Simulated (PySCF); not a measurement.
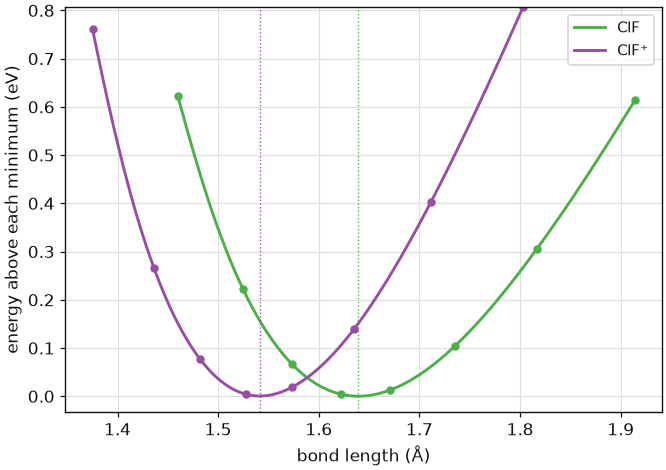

Bond curves of ClF, singlet and ClF⁺, doublet (excess alpha electrons: πy +1), each counted from its own minimum; dotted lines mark the fitted bond lengths. CCSD(T)/def2-TZVPPD with PySCF 2.14.0, on the lowest solution that a PBE0 search found for each, one reference determinant (RHF and UHF) with the occupation held, inner shells frozen, no spin-orbit coupling.

Q: What does removing an electron do to the bond?

A: re goes from 1.639 to 1.542 Å (−0.097 Å) and ωe from 773 to 920 cm⁻¹ (+19 %). The electron leaves a π orbital, which by this response is antibonding in effect (the bond is polar, so the change of ionic attraction counts too).

Q: And the dissociation energies?

A: De is 2.50 eV for ClF and 2.71 eV for ClF⁺, each to its own lowest fragments (Cl + F; Cl⁺ + F) in their ground configurations, without counterpoise. The difference is within the error of method and basis.

Limits of at least one run: lowest determinant of a PBE0 search, another state may lie lower.
